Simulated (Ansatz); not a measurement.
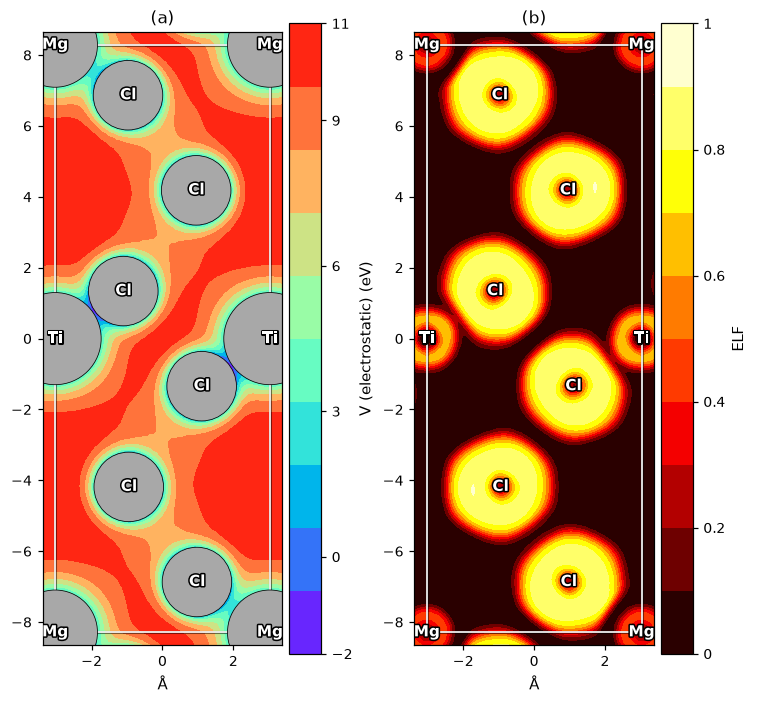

Figure 1: MgTiCl6. (a) electrostatic potential energy of an electron; (b) ELF on the (010) plane of the conventional cell. Grey discs cover the atomic cores in the potential map.

Space group R-3; a structure from a database of computed crystals, not necessarily the ambient phase; started from the MgTiF6-148 prototype, which need not be the ambient phase; computed without spin polarisation.

Method: DFT, r2SCAN+rVV10, plane waves, PAW (Ansatz).

```xyz
24
Lattice="-3.0302 5.2484 0.0000 6.0603 0.0000 0.0000 0.0000 0.0000 -16.5790" Properties=species:S:1:pos:R:3 pbc="T T T"
Mg    0.0000    3.4990  -13.8158
Mg    0.0000    0.0000   -8.2895
Mg    3.0302    1.7495   -2.7632
Ti    3.0302    1.7495  -11.0527
Ti    0.0000    3.4990   -5.5263
Ti    0.0000    0.0000    0.0000
Cl    2.0784    0.0768  -12.3946
Cl   -0.9518    1.8263   -6.8682
Cl    2.0784    3.5757   -1.3419
Cl    2.0575    3.4101  -12.3946
Cl   -0.9727    5.1596   -6.8682
Cl    5.0877    1.6606   -1.3419
Cl    1.1057    5.2363  -15.2371
Cl    1.1057    1.7374   -9.7108
Cl   -1.9245    3.4869   -4.1844
Cl   -2.0575    3.5878  -15.2371
Cl    4.0028    0.0889   -9.7108
Cl    0.9727    1.8383   -4.1844
Cl    0.9518    1.6727  -15.2371
Cl    3.9820    3.4221   -9.7108
Cl    0.9518    5.1716   -4.1844
Cl    4.9547    1.7615  -12.3946
Cl    1.9245    3.5110   -6.8682
Cl    1.9245    0.0121   -1.3419
```

> Interpret the plot.

The section cuts through Mg, Ti and Cl sites. Ti–Cl (2.35 Å): the ELF peaks at about 0.85 in the valence shell of Cl, 0.8 Å from its nucleus, and is about 0.45 at the midpoint. Mg–Cl (2.50 Å): the ELF peaks at about 0.90 in the valence shell of Cl, 0.8 Å from its nucleus, and falls to about 0 next to Mg (a largely ionic contact). The features right at Ti lie inside the PAW spheres, where the map follows smoothed inner orbitals and isn't to be read closely. Outside the cores the potential energy rises away from the atoms and is highest about 2.1 Å from the nearest atoms; its zero is arbitrary.
